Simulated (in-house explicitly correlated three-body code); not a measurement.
Two electrons around a point charge Z = 2.28. Computed variationally in 260 exponentially correlated functions with an in-house code, non-relativistic, converged to about 10⁻⁷ hartree. Wanted, and plotted below: the bound S and P states that converged, by term and principal number n, on a logarithmic scale of binding.

The ground state is bound by 36.1 eV. The n = 2 states drawn run, from the deepest, 2 ³S (7.40 eV), 2 ¹S (6.30 eV), 2 ³P (5.93 eV), 2 ¹P (5.51 eV). Exchange puts 2 ³S below 2 ¹S by 1.10 eV and 2 ³P below 2 ¹P by 0.421 eV. Quantum defects n − (Z − 1)/√(2 E(binding)): 2 ³S 0.264, 2 ¹S 0.119, 2 ³P 0.061, 2 ¹P −0.012.

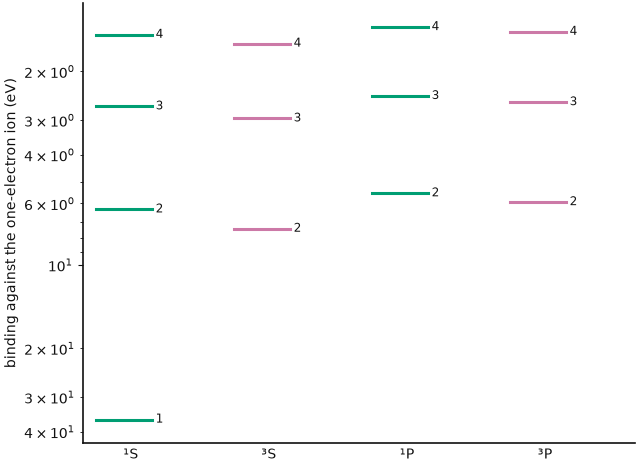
